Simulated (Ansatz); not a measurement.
WH2Cl4: geometry relaxation (part 2 of 2)

The same run, continued: WH2Cl4; RKS PBE-D4/def2-SVP (Ansatz 0.2.0). The input holds or restrains some coordinates. It belongs to a series of runs on one base structure; here: pulled along the bonds that form and break, towards end B.

Geometry of the input (Å):
```
W  0.0000  0.0000  0.0000
H  0.9528  0.0000  1.6669
H  1.6669  0.0000  0.9528
Cl 0.0000  2.3900  0.0000
Cl -2.3900  0.0000  0.0000
Cl 0.0000  -2.3900  0.0000
Cl 0.0000  0.0000  -2.3900
```

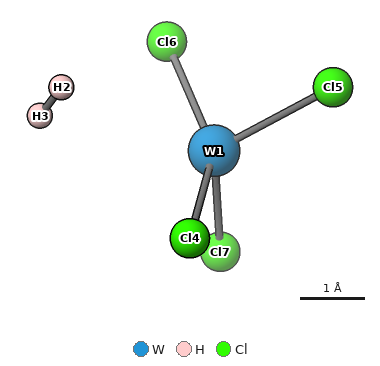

Fig. 1: The geometry at step 5 of the log (ball-and-stick view, seen at a tilt; atoms are numbered from 1 in the order of the input).

```
mean field -51916.87351260 eV, -1907.9099110674 hartree, gradient 2.1e-5 eV, S^2 0.000000; 10 other end points of the search recorded, 0 dependent functions left out
the calculation of the forces begins
reference -51916.87357681 eV, -1907.9099134268 hartree; 42, 42 occupied and 72, 72 virtual orbitals, 1203 factors
Total energy: -51917.17080493 eV, -1907.9208363590 hartree
Atom 0 at    -0.552386     0.000000    -0.552386 Å, force    -0.437477    -0.000000    -0.437477 eV/Å
Atom 1 at     1.249268    -0.002261     1.757785 Å, force    -1.063676    -0.011762     1.501285 eV/Å
Atom 2 at     1.757785     0.002261     1.249268 Å, force     1.501285     0.011762    -1.063676 eV/Å
Atom 3 at    -0.045786     2.149326    -0.038727 Å, force     0.000197    -0.029005    -0.020019 eV/Å
Atom 4 at    -2.586082     0.003283     0.445627 Å, force     0.013922    -0.014214     0.005768 eV/Å
Atom 5 at    -0.038727    -2.149326    -0.045786 Å, force    -0.020019     0.029005     0.000197 eV/Å
Atom 6 at     0.445627    -0.003283    -2.586082 Å, force     0.005768     0.014214     0.013922 eV/Å
Dipole moment:     0.075707     0.000000     0.075707 e Å
```

## Trajectory as extended XYZ (Å, eV, eV/Å), 8 frames, from step=1 to step=8
```
7
Properties=species:S:1:pos:R:3:forces:R:3 step=1 energy=-51915.79947
W     0.0000    0.0000    0.0000   -0.3507   0.0000  -0.3507
H     0.9528    0.0000    1.6669   -1.1816   0.5022  -0.5389
H     1.6669    0.0000    0.9528   -0.5389  -0.5022  -1.1816
Cl    0.0000    2.3900    0.0000    0.4558  -1.5293   0.2946
Cl   -2.3900    0.0000    0.0000    0.3830  -0.3112   0.9379
Cl    0.0000   -2.3900    0.0000    0.2946   1.5293   0.4558
Cl    0.0000    0.0000   -2.3900    0.9379   0.3112   0.3830
7
Properties=species:S:1:pos:R:3:forces:R:3 step=2 energy=-51915.65333
W    -0.1373    0.0000   -0.1373    0.5529   0.0000   0.5529
H     1.0320    0.0025    1.7227    0.6571   0.5921  -1.7462
H     1.7227   -0.0025    1.0320   -1.7462  -0.5921   0.6571
Cl    0.0017    2.3826    0.0009    0.3272  -0.8123  -0.2359
Cl   -2.3944   -0.0016    0.0041   -0.2242  -0.7333   0.6692
Cl    0.0009   -2.3826    0.0017   -0.2359   0.8123   0.3272
Cl    0.0041    0.0016   -2.3944    0.6692   0.7333  -0.2242
7
Properties=species:S:1:pos:R:3:forces:R:3 step=3 energy=-51915.67623
W    -0.2751    0.0000   -0.2751    1.4081   0.0000   1.4081
H     1.1452    0.0074    1.7560    1.6017  -0.0247  -1.0039
H     1.7560   -0.0074    1.1452   -1.0039   0.0247   1.6017
Cl    0.0032    2.3813   -0.0048    0.2226  -1.3697   0.1304
Cl   -2.4018   -0.0102    0.0071   -2.8555  -0.1116   0.4964
Cl   -0.0048   -2.3813    0.0032    0.1304   1.3697   0.2226
Cl    0.0071    0.0102   -2.4018    0.4964   0.1116  -2.8555
7
Properties=species:S:1:pos:R:3:forces:R:3 step=4 energy=-51916.09808
W    -0.4133    0.0000   -0.4133    1.9007   0.0000   1.9007
H     1.3091   -0.0105    1.8067   -1.5944  -0.0841   2.0604
H     1.8067    0.0105    1.3091    2.0604   0.0841  -1.5944
Cl    0.0073    2.3387    0.0089   -0.1122  -1.6467  -0.1600
Cl   -2.5005    0.0029    0.0114   -3.0684  -0.0373   0.9739
Cl    0.0089   -2.3387    0.0073   -0.1600   1.6467  -0.1122
Cl    0.0114   -0.0029   -2.5005    0.9739   0.0373  -3.0684
7
Properties=species:S:1:pos:R:3:forces:R:3 step=5 energy=-51917.04276
W    -0.4603    0.0000   -0.4603   -0.8274   0.0000  -0.8274
H     1.3438    0.0245    1.8682   -0.3909   0.0592   0.7836
H     1.8682   -0.0245    1.3438    0.7836  -0.0592  -0.3909
Cl   -0.0001    2.1895   -0.0189    0.0279  -0.2309   0.0991
Cl   -2.6436   -0.0223    0.1406    0.0049   0.0512   0.3029
Cl   -0.0189   -2.1895   -0.0001    0.0991   0.2309   0.0279
Cl    0.1406    0.0223   -2.6436    0.3029  -0.0512   0.0049
7
Properties=species:S:1:pos:R:3:forces:R:3 step=6 energy=-51917.12495
W    -0.5407    0.0000   -0.5407   -0.6135   0.0000  -0.6135
H     1.2753    0.0236    1.7780   -1.2879   0.1482   1.7138
H     1.7780   -0.0236    1.2753    1.7138  -0.1482  -1.2879
Cl    0.0010    2.1310    0.0434   -0.0440  -0.1742  -0.1558
Cl   -2.6567    0.0239    0.3294    0.4334  -0.0823  -0.0459
Cl    0.0434   -2.1310    0.0010   -0.1558   0.1742  -0.0440
Cl    0.3294   -0.0239   -2.6567   -0.0459   0.0823   0.4334
7
Properties=species:S:1:pos:R:3:forces:R:3 step=7 energy=-51917.14814
W    -0.5596    0.0000   -0.5596   -0.4757   0.0000  -0.4757
H     1.2481   -0.0013    1.7532   -1.2184  -0.0085   1.6548
H     1.7532    0.0013    1.2481    1.6548   0.0085  -1.2184
Cl    0.0113    2.1324   -0.0387   -0.1424  -0.0548   0.0239
Cl   -2.6146   -0.0368    0.4299    0.2675   0.1204  -0.1097
Cl   -0.0387   -2.1324    0.0113    0.0239   0.0548  -0.1424
Cl    0.4299    0.0368   -2.6146   -0.1097  -0.1204   0.2675
7
Properties=species:S:1:pos:R:3:forces:R:3 step=8 energy=-51917.17074
W    -0.5524    0.0000   -0.5524   -0.4375   0.0000  -0.4375
H     1.2493   -0.0023    1.7578   -1.0637  -0.0118   1.5013
H     1.7578    0.0023    1.2493    1.5013   0.0118  -1.0637
Cl   -0.0458    2.1493   -0.0387    0.0002  -0.0290  -0.0200
Cl   -2.5861    0.0033    0.4456    0.0139  -0.0142   0.0058
Cl   -0.0387   -2.1493   -0.0458   -0.0200   0.0290   0.0002
Cl    0.4456   -0.0033   -2.5861    0.0058   0.0142   0.0139
```

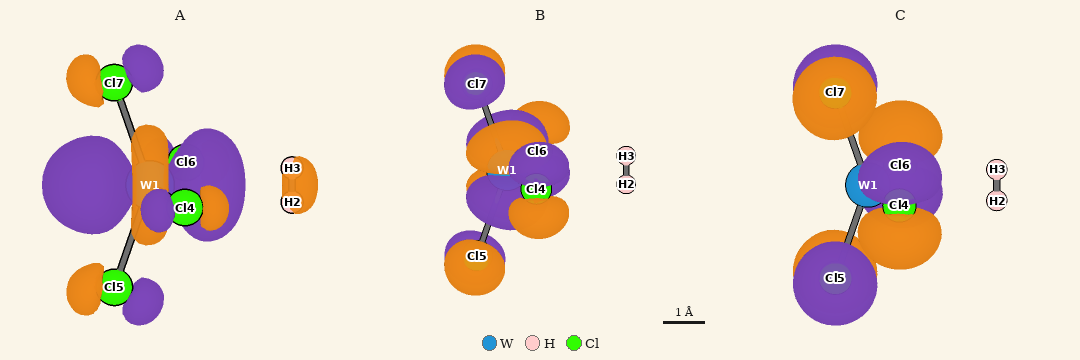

Fig. 2: Three frontier orbitals at ±0.1 Å⁻³ᐟ² (orange and purple are the two phases). C is the HOMO−1 (−8.09 eV). B is the LUMO (−4.76 eV). By Hirshfeld shares it lies mainly on W1 (60 %), Cl4 (10 %), Cl6 (10 %), Cl5 (10 %) and Cl7 (10 %). A is the HOMO (−4.64 eV). By Hirshfeld shares it lies mainly on W1 (75 %). The HOMO–LUMO gap is −0.12 eV between the orbital energies.

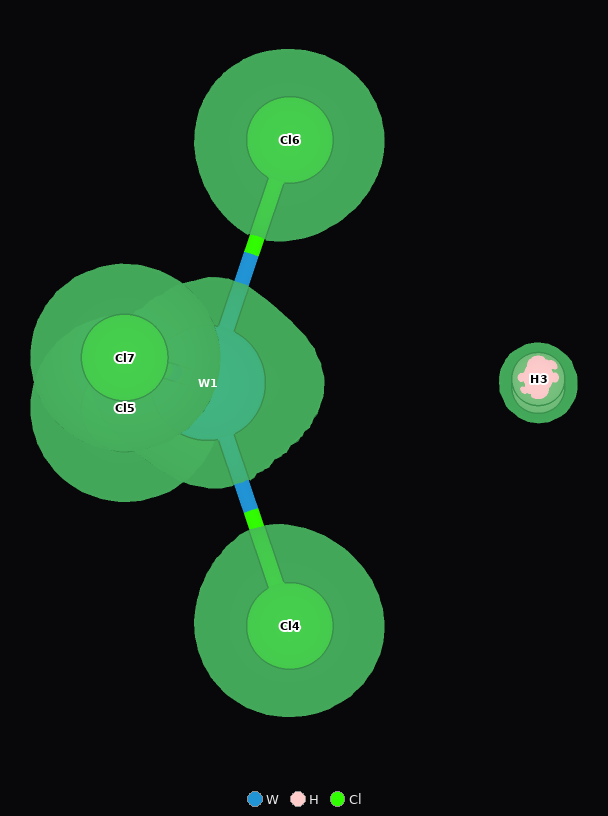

Fig. 3: Isosurface of the total electron density at 1 e/Å³ (green), seen from the side. At this value the surface falls into six separate pieces. It is pinched off along the W···H (2.93 Å) and W–Cl (2.27 Å) contacts. On the grid the lowest density along these lines, outside the cores, is 0.1 e/Å³ (W···H, 2.93 Å), 0.72 e/Å³ (W–Cl, 2.27 Å) and 1.8 e/Å³ (H–H, 0.72 Å).

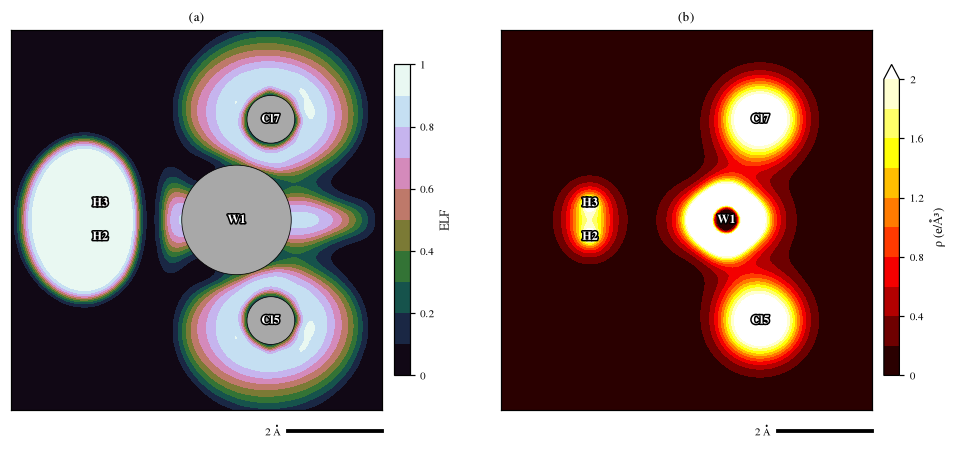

Fig. 4: (a) electron localisation function; (b) total electron density on the plane of atoms Cl5, W1 and Cl7. Grey discs, where drawn, cover atomic cores. Atoms in the plane: W, H and Cl. W–Cl (2.27 Å): ρ is about 0.72 e/Å³ halfway; the ELF peaks at about 0.85 in the valence shell of Cl, 0.8 Å from its nucleus, and is about 0.40 at the midpoint.

## Results in brief

- outcome: converged under the restraints of the input
- total energy: −51917.1708 eV
- mean-field energy: −51916.8736 eV
- largest force (length of the vector) at the end, held atoms and coordinates included: 1.840 eV/Å
- hardware: 4 threads of Arm Neoverse V2, 24 GiB of memory available, shared host
- wall time: 37 s (CPU time 2.3 min)
- peak memory: 0.26 GiB
